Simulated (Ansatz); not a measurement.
```xyz
7

B    -0.0536   -0.4711    0.0311
H    -0.1569   -1.0299    1.0876
Cl    1.5798    0.0335   -0.5040
O    -1.0622   -0.2466   -0.8169
H    -1.9204   -0.5234   -0.4693
F     0.0214    1.9546    1.2934
H     0.7914    1.7794    0.7971
```

Level of theory: RKS B3LYP-D4/def2-SVP in Ansatz.

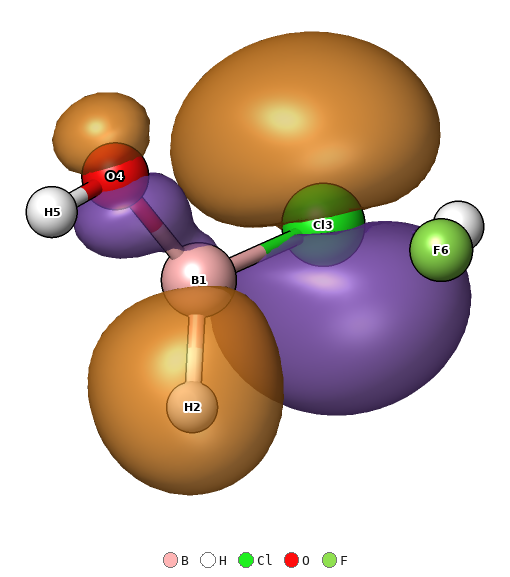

BClH₂O···HF. One frontier orbital at ±0.1 Å⁻³ᐟ² (orange and purple are the two phases), seen from one side.

### Which orbital is it: HOMO or LUMO?

The HOMO, at −8.70 eV. Its weight (Hirshfeld) is mainly on Cl3 (about 75 %), B1 (about 10 %) and H2 (about 10 %); largely a lone pair of Cl3.
